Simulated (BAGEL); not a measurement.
**CH3NO2Si (SMILES N#C[SiH](O)O) at HF/STO-3G (density fitting with qzvpp-jkfit)**

What is the energy change on altering one bond length of CH3NO2Si at HF/STO-3G (density fitting with qzvpp-jkfit)? 

The results are computed with BAGEL 1.2.2.

6 further runs of the same task are left out: 6 that didn't finish. Runs told in other sessions of the task aren't counted.

## (1) The structure to begin with

CH3NO2Si: 8 atoms, total charge 0, spin state singlet. SMILES: `N#C[SiH](O)O`. The shape is that of a GFN2-xTB optimisation. This is one conformer, not always the lowest.

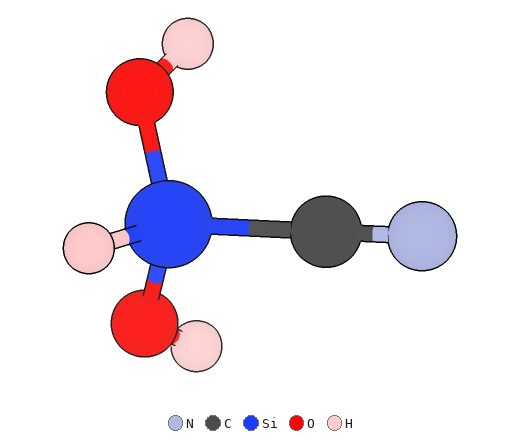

The structure, seen from a chosen angle (nitrogen light blue, carbon dark grey, silicon blue, oxygen red, hydrogen pink).

## (2) The energy at HF/STO-3G (density fitting with qzvpp-jkfit)

calc.json

```json
{ "bagel": [

{
  "title": "molecule",
  "basis": "sto-3g",
  "df_basis": "qzvpp-jkfit",
  "angstrom": true,
  "geometry": [
    { "atom": "N", "xyz": [       0.977550,      -1.875150,       1.633010 ] },
    { "atom": "C", "xyz": [       0.561850,      -0.972180,       1.064260 ] },
    { "atom": "Si", "xyz": [      -0.120290,       0.505610,       0.124790 ] },
    { "atom": "O", "xyz": [       0.940530,       0.914920,      -1.027160 ] },
    { "atom": "O", "xyz": [      -1.606230,       0.136160,      -0.402310 ] },
    { "atom": "H", "xyz": [      -0.273860,       1.685710,       0.939950 ] },
    { "atom": "H", "xyz": [       1.411810,       0.315080,      -1.597800 ] },
    { "atom": "H", "xyz": [      -1.891360,      -0.710150,      -0.734740 ] }
  ]
},

{
  "title": "hf"
},

{
  "title": "print",
  "file": "orbitals.molden",
  "orbitals": true
}

]}
```

Started as:

```
$ BAGEL_NUM_THREADS=1 BAGEL calc.json > calc.out
```

The log of the run:

```text
* using 1 threads per process

  ===============================================================
  ===============================================================

  *** Geometry ***

  { "atom" : "N", "xyz" : [      1.847302,     -3.543520,      3.085942 ] },
  { "atom" : "C", "xyz" : [      1.061743,     -1.837154,      2.011160 ] },
  { "atom" : "Si", "xyz" : [     -0.227315,      0.955464,      0.235819 ] },
  { "atom" : "O", "xyz" : [      1.777344,      1.728948,     -1.941051 ] },
  { "atom" : "O", "xyz" : [     -3.035335,      0.257305,     -0.760256 ] },
  { "atom" : "H", "xyz" : [     -0.517520,      3.185530,      1.776248 ] },
  { "atom" : "H", "xyz" : [      2.667934,      0.595415,     -3.019404 ] },
  { "atom" : "H", "xyz" : [     -3.574152,     -1.341989,     -1.388457 ] },

  Number of auxiliary basis functions:      488

  Since a DF basis is specified, we compute 2- and 3-index integrals:
    o Being stored without compression. Storage requirement is 0.004 GB

  Number of basis functions:       32
  Number of electrons      :       46

    * METHOD: MOLECULE                             0.29

  *** RHF ***

  === Nuclear Repulsion ===
   212.0715271876

      * DIIS with orbital gradients will be used.

  === RHF iteration (sto-3g) ===
      0       -526.02036657          0.02596438           0.03
      1       -526.10782123          0.02034184           0.03
      2       -526.19258190          0.00258981           0.03
      3       -526.19446527          0.00048603           0.03
      4       -526.19462077          0.00007856           0.03
      5       -526.19462469          0.00000957           0.03
      6       -526.19462476          0.00000213           0.03
      7       -526.19462476          0.00000063           0.03
      8       -526.19462476          0.00000026           0.03
      9       -526.19462476          0.00000012           0.03
     10       -526.19462476          0.00000003           0.03
     11       -526.19462476          0.00000002           0.03
     12       -526.19462476          0.00000001           0.03
    * SCF iteration converged.

    * Permanent dipole moment:
           (    0.249387,    -0.123931,     0.768855) a.u.

    * METHOD: HF                                   0.56

    * METHOD: PRINT                                0.01

  ===============================================================
```

Wall time 1 s (1 thread of Arm Neoverse N1, shared host); peak memory 0.083 GiB.

## (3) The distorted shape at the same level

job.json

```json
{ "bagel" : [

{
  "title" : "molecule",
  "basis" : "sto-3g",
  "df_basis" : "qzvpp-jkfit",
  "angstrom" : true,
  "geometry" : [
    { "atom" : "N", "xyz" : [       1.054335,      -2.465202,       1.225429 ] },
    { "atom" : "C", "xyz" : [       0.638635,      -1.562232,       0.656679 ] },
    { "atom" : "Si", "xyz" : [      -0.043505,      -0.084442,      -0.282791 ] },
    { "atom" : "O", "xyz" : [       1.017315,       0.324868,      -1.434741 ] },
    { "atom" : "O", "xyz" : [      -1.529445,      -0.453892,      -0.809891 ] },
    { "atom" : "H", "xyz" : [      -0.273860,       1.685710,       0.939950 ] },
    { "atom" : "H", "xyz" : [       1.488595,      -0.274972,      -2.005381 ] },
    { "atom" : "H", "xyz" : [      -1.814575,      -1.300202,      -1.142321 ] }
  ]
},

{ "title" : "hf" },

{ "title" : "print", "file" : "orbitals.molden", "orbitals" : true }

]}
```

Started as:

```
$ BAGEL_NUM_THREADS=1 BAGEL job.json > job.out
```

The log of the run:

```text
* using 1 threads per process

  ===============================================================
  ===============================================================

  *** Geometry ***

  { "atom" : "N", "xyz" : [      1.992404,     -4.658557,      2.315725 ] },
  { "atom" : "C", "xyz" : [      1.206845,     -2.952191,      1.240943 ] },
  { "atom" : "Si", "xyz" : [     -0.082213,     -0.159572,     -0.534398 ] },
  { "atom" : "O", "xyz" : [      1.922447,      0.613912,     -2.711268 ] },
  { "atom" : "O", "xyz" : [     -2.890232,     -0.857732,     -1.530472 ] },
  { "atom" : "H", "xyz" : [     -0.517520,      3.185530,      1.776248 ] },
  { "atom" : "H", "xyz" : [      2.813037,     -0.519622,     -3.789621 ] },
  { "atom" : "H", "xyz" : [     -3.429050,     -2.457026,     -2.158674 ] },

  Number of auxiliary basis functions:      488

  Since a DF basis is specified, we compute 2- and 3-index integrals:
    o Being stored without compression. Storage requirement is 0.004 GB

  Number of basis functions:       32
  Number of electrons      :       46

    * METHOD: MOLECULE                             0.29

  *** RHF ***

  === Nuclear Repulsion ===
   209.3173725311

      * DIIS with orbital gradients will be used.

  === RHF iteration (sto-3g) ===
      0       -525.85472299          0.02735793           0.03
      1       -525.95167538          0.02198364           0.03
      2       -526.05142819          0.00273042           0.03
      3       -526.05353561          0.00052619           0.03
      4       -526.05371569          0.00009060           0.03
      5       -526.05372077          0.00001286           0.03
      6       -526.05372089          0.00000207           0.03
      7       -526.05372090          0.00000056           0.03
      8       -526.05372090          0.00000030           0.03
      9       -526.05372090          0.00000013           0.03
     10       -526.05372090          0.00000004           0.03
     11       -526.05372090          0.00000002           0.03
     12       -526.05372090          0.00000001           0.03
    * SCF iteration converged.

    * Permanent dipole moment:
           (    0.241800,    -0.031606,     0.848889) a.u.

    * METHOD: HF                                   0.56

    * METHOD: PRINT                                0.00

  ===============================================================
```

Wall time 1 s (1 thread of Arm Neoverse N1, shared host); peak memory 0.083 GiB.

## (4) Summary of results

Level: HF/STO-3G (density fitting with qzvpp-jkfit).

```
                                                          quantity          value
                                         first shape: total energy  -526.19462 Eh
                                        first shape: dipole moment         2.08 D
                                          first shape: HOMO energy      -10.19 eV
                                          first shape: LUMO energy        9.43 eV
                                        first shape: HOMO–LUMO gap       19.61 eV
                                     distorted shape: total energy  -526.05372 Eh
                                    distorted shape: dipole moment         2.24 D
                                      distorted shape: HOMO energy       -8.67 eV
                                      distorted shape: LUMO energy        5.45 eV
                                    distorted shape: HOMO–LUMO gap       14.12 eV
energy change with the Si3–H6 bond stretched from 1.442 to 2.164 Å       3.834 eV
```

**Reading.** With the Si3–H6 bond stretched from 1.442 to 2.164 Å the energy rises by 3.83 eV (370 kJ/mol). The first shape isn't relaxed at this level, so the change isn't measured from a minimum. The minimal basis adds a large error of its own.
